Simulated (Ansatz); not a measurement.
| atom | x (Å) | y (Å) | z (Å) |
| --- | --- | --- | --- |
| Cs | -1.5755 | -1.7259 | 2.9648 |
| Cs | -6.2649 | -0.3334 | 0.6793 |
| Cs | 5.2544 | 1.6780 | -3.1246 |
| Cs | -0.8314 | 1.1917 | -1.8235 |
| Cs | 3.4174 | -0.8104 | 1.3041 |

Geometry: r2SCAN/def2-TZVP; core potentials replace the inner electrons of Cs.

These are results of UKS PBE0/def2-TZVP in Ansatz 0.2.0, not measurements.

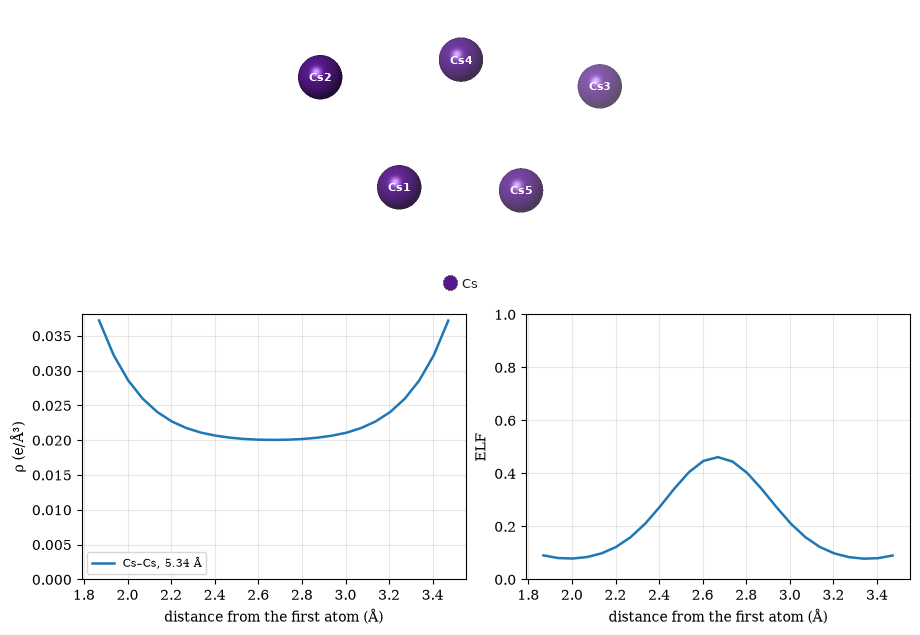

Cs$_{5}$ (charge +1, quintet). Electron density and electron localisation function along straight lines between neighbouring atoms. The curves leave out the atomic cores. The structure is drawn too.

> What can be read from the curves?

Cs1···Cs5 (5.34 Å): the density falls to about 0.02 e/Å³ on the way; the ELF dips to about 0.10 between them.
